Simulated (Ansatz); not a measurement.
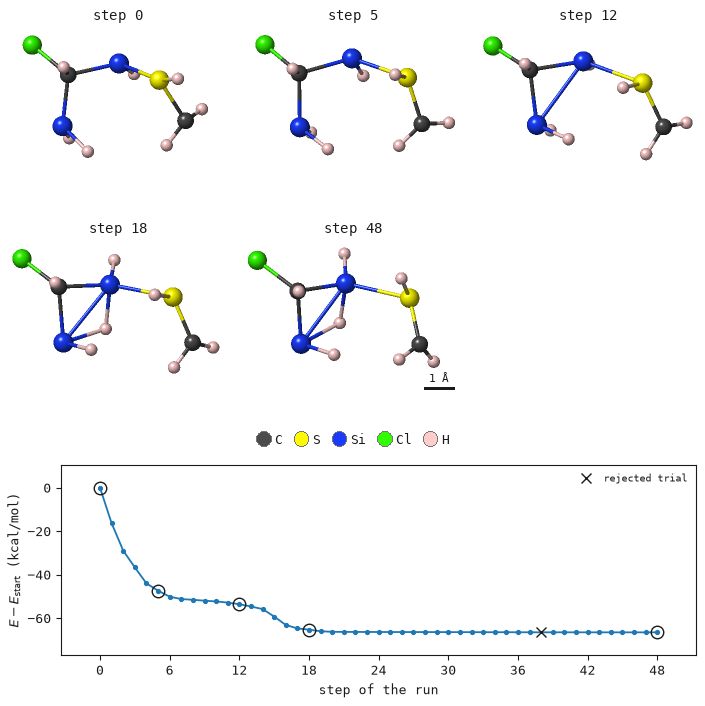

Frames of a relaxation of C2H7ClSSi2, marked on the history of the run. Style: ball-and-stick. Shown at a tilt.

The run prepares an end point of a later path (hydrogen shift) calculation, from a guessed geometry.

All numbers below come from RKS PBE0/6-31G* in Ansatz. (no spin polarisation; force threshold 0.02 eV/Å; at most 50 steps)

Q: What happens along the run?

A: The relaxation stopped without meeting its thresholds, so the last structure isn't shown to be converged. The energy falls by 66.5 kcal/mol in 47 accepted moves (48 points after the start). The largest force component goes from 2.9 to 0.025 eV/Å. The line search rejected the trial step at point 38 of the run. An H atom moves most after the best rigid fit: 1.54 Å. By element the largest moves are H 1.54 Å, S 1.07 Å, Cl 0.59 Å, C 0.51 Å, Si 0.48 Å. Some distances before and after: H–Si 3.298 → 1.621 Å, Si–Si 2.844 → 2.532 Å, S–Si 2.139 → 2.399 Å, H–Si 1.509 → 1.764 Å. New bonds form: H–Si (3.30 → 1.62 Å). Among the angles between lasting bonds that change: Si–S–H 158.0° → 92.8°, C–Si–H 114.0° → 84.9°, C–Si–H 113.7° → 89.0°. From step 0 to 5: H atoms move most (0.67 Å), energy −47.3 kcal/mol. From step 5 to 12: H atoms move most (0.59 Å), energy −6.22 kcal/mol. From step 12 to 18: an H atom moves most (1.03 Å), energy −11.7 kcal/mol. From step 18 to 48: H atoms move most (0.71 Å), energy −1.22 kcal/mol.

```csv
step,"E − E(0), kcal/mol","largest force component, eV/Å",note
0,0.00,2.8634,
1,-16.30,1.5572,
2,-28.89,1.6643,
3,-36.61,1.5960,
4,-43.94,1.1583,
5,-47.30,1.0089,
6,-50.08,0.6544,
7,-51.15,0.3323,
8,-51.49,0.2803,
9,-51.90,0.2566,
10,-52.25,0.5577,
12,-53.52,0.4008,
14,-55.75,0.9746,
16,-63.08,0.3681,
18,-65.25,0.4936,
20,-66.23,0.1360,
22,-66.28,0.0498,
24,-66.31,0.0274,
26,-66.33,0.0203,
28,-66.34,0.0397,
30,-66.36,0.0921,
32,-66.38,0.0692,
34,-66.40,0.0875,
36,-66.43,0.0374,
38,-66.42,0.1348,rejected
40,-66.45,0.0471,
42,-66.46,0.0233,
44,-66.46,0.0187,
46,-66.47,0.0266,
48,-66.47,0.0246,
```
